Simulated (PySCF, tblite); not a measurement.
# C7H12Si: geometry, infrared bands, NMR shifts, electronic excitations and core binding energies

Wanted: the infrared bands, NMR shifts, electronic excitations and core binding energies of C7H12Si (`C=CC[SiH]1CC=CC1`), by calculation.

Computed with tblite 0.8.0 and PySCF 2.14.0, with density-fitted response routines of our own, on a single molecule in the gas phase. Atoms count from 0, in the outputs and in this text.

## 1. The starting structure

20 atoms, charge 0, multiplicity 1; geometry from: force field or distance geometry start.

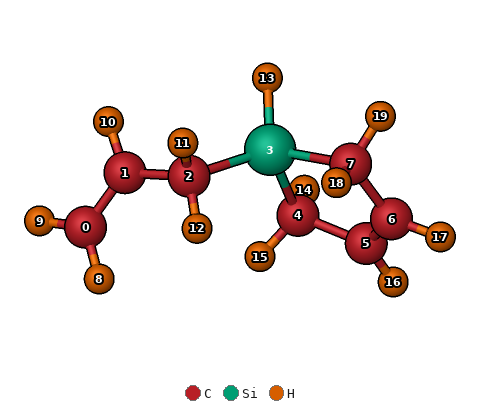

The starting geometry (carbon red, silicon teal, hydrogen orange), atoms numbered; sticks join atoms by distance.

## 2. Relaxing the molecule with GFN2-xTB

The job: settings as JSON, then the geometry in Å.

```
{"job": {"kind": "relax", "xc": "GFN2-xTB", "basis": "xTB"}, "charge": 0, "multiplicity": 1}
C      3.221500    -0.196300    -0.773500
C      2.496200     0.480400     0.133700
C      1.151000     1.063100    -0.112900
Si    -0.239900     0.345600     0.909600
C     -0.674800    -1.457100     0.392900
C     -2.091800    -1.362300    -0.144600
C     -2.702400    -0.162800    -0.138200
C     -1.950200     1.037700     0.405900
H      2.843300    -0.366600    -1.776200
H      4.192300    -0.587600    -0.528400
H      2.930700     0.627500     1.130200
H      1.193300     2.140300     0.084000
H      0.871200     0.963700    -1.165100
H     -0.012000     0.452700     2.384000
H     -0.628500    -2.120900     1.247200
H      0.005000    -1.801100    -0.384100
H     -2.578900    -2.250900    -0.510800
H     -3.719400    -0.052100    -0.500100
H     -1.845100     1.800800    -0.366100
H     -2.466500     1.456300     1.275400
```

Run with:

```
> OMP_NUM_THREADS=1 python probes_run.py task.json out
```

This one command runs all jobs of the session in turn.

**Question.** This job is followed by: GFN2-xTB harmonic vibrations, gas phase; PBE0-D3(BJ)/def2-SVP geometry optimisation, gas phase; GIAO PBE0/pcSseg-1 NMR shielding, non-relativistic, gas phase; TDDFT B3LYP/def2-SVPD, vertical, gas phase, core orbitals frozen in the response; GIAO PBE/pcSseg-1 NMR shielding, non-relativistic, gas phase; delta-SCF UKS SCAN, pcX-2 on the ionised atom, pcseg-1 elsewhere, spin-free X2C. Predict these results of the whole session: strongest single infrared mode (GFN2-xTB); zero-point energy (GFN2-xTB); point group; rotational constants (main isotopes); 13C shifts against TMS (PBE0/pcSseg-1, means over atoms taken as alike); 1H shifts against TMS (PBE0/pcSseg-1, means over atoms taken as alike); 29Si shifts against TMS (PBE0/pcSseg-1); lowest singlet (B3LYP/def2-SVPD); brightest single state of those computed; lowest triplet; vertical ionisation energy (ΔSCF); C1s binding energies, SCAN/pcX-2; Si1s binding energies, SCAN/pcX-2; Si2p binding energies, SCAN/pcX-2; range of the shift of C2.

As calculated:

| quantity | value |
| --- | --- |
| strongest single infrared mode (GFN2-xTB) | 2195 cm⁻¹, 352 km/mol |
| zero-point energy (GFN2-xTB) | 103.0 kcal/mol |
| point group | C1 |
| rotational constants (main isotopes) | 3.29, 1.07, 0.93 GHz |
| 13C shifts against TMS (PBE0/pcSseg-1, means over atoms taken as alike) | 143.1, 140.6, 120.9, 23.6, 15.9 ppm |
| 1H shifts against TMS (PBE0/pcSseg-1, means over atoms taken as alike) | 6.08, 5.98, 5.19, 5.18, 4.45, 1.57, 1.54, 1.42 ppm |
| 29Si shifts against TMS (PBE0/pcSseg-1) | -2.3 ppm |
| lowest singlet (B3LYP/def2-SVPD) | 6.07 eV (204 nm), f = 0.025 |
| brightest single state of those computed | state 4, 6.50 eV, f = 0.158 |
| lowest triplet | 4.24 eV |
| vertical ionisation energy (ΔSCF) | 8.53 eV |
| C1s binding energies, SCAN/pcX-2 | C1 290.46, C2 290.11, C5 290.04, C4 289.89, C0 289.78 eV |
| Si1s binding energies, SCAN/pcX-2 | Si3 1845.74 eV |
| Si2p binding energies, SCAN/pcX-2 | Si3 106.19 eV |
| range of the shift of C2 | 23.6 to 26.2 ppm |

Over 73 steps the energy fell by 0.140 eV; of the close pairs, C2–Si3 changed most, 1.869 to 1.912 Å (GFN2-xTB). All 54 modes are real, so the xTB geometry is a minimum. The strongest single mode, at 2195 cm⁻¹, moves mainly H13. GFN2-xTB is a fitted tight-binding method: band positions and strengths are rough. Its intensities can rank the bands wrongly. The optimisation took 13 steps and gained 0.236 eV; among the close pairs (by a distance rule), C0–H9 changed most, from 1.048 to 1.093 Å (PBE0/def2-SVP). No frequency check was run at this level, so the end point may be a saddle. At PBE0/pcSseg-1: Shielding is most anisotropic at C1 (span 240 ppm, paramagnetic term -216 ppm). The lowest singlet, at 6.07 eV, is HOMO→LUMO 0.70, HOMO−1→LUMO 0.27 and is weak; of the 10 states computed, the strongest absorption comes from state 4 at 6.50 eV. The lowest triplet lies 1.83 eV below the lowest singlet (triplets in Tamm-Dancoff, singlets in full TDDFT). ΔSCF puts the ionisation energy at 8.53 eV, 1.79 eV above −ε(HOMO). C1 (alkene CH) binds its C1s electron 0.68 eV more tightly than C0 (terminal =CH2 carbon). Across the 2 runs the shift of C2 moves most, between 23.6 (PBE0/pcSseg-1) and 26.2 ppm (PBE/pcSseg-1).
